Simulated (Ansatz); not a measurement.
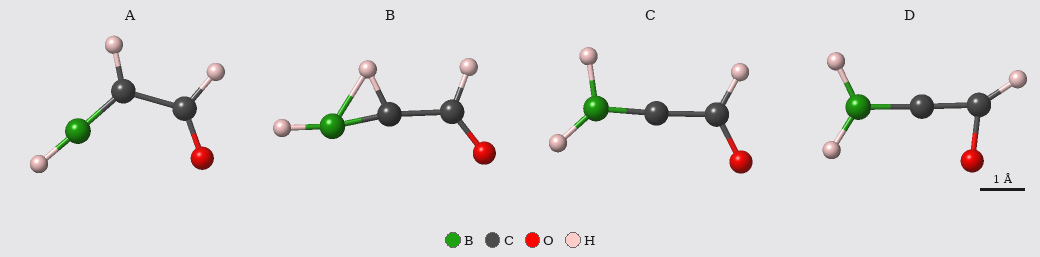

4 geometries from one relaxation of C2H3BO, in shuffled order. The picture is a ball-and-stick view, seen face on.

All numbers below come from RKS PBE0-D4/def2-TZVP in Ansatz. (force threshold 0.005 eV/Å; at most 200 steps)

Q: Put them in the order of the run, from the start to the converged end.

A: D, C, B, A. They are steps 0, 11, 19, 29, at +37.6 kcal/mol, +29.4 kcal/mol, +7.67 kcal/mol relative to the last. Over 27 accepted moves (29 points after the start) the energy falls by 37.6 kcal/mol. The largest force component goes from 1 to 0.0043 eV/Å. The line search rejected the trial steps at points 7, 17 of the run. The largest move after the best rigid fit is that of an H atom, 1.38 Å. Largest moves by element: H 1.38 Å, B 0.55 Å, C 0.55 Å, O 0.24 Å. Some distances before and after: C–H 2.227 → 1.088 Å, B–H 1.169 → 2.150 Å, C–O 1.701 → 2.376 Å, C–C 1.312 → 1.461 Å. New bonds form: C–H (2.23 → 1.09 Å). Bonds break: B–H (1.17 → 2.15 Å). Among the angles between lasting bonds that change: C–B–H 122.3° → 179.0°, B–C–C 178.7° → 122.9°, C–C–O 81.4° → 125.3°.
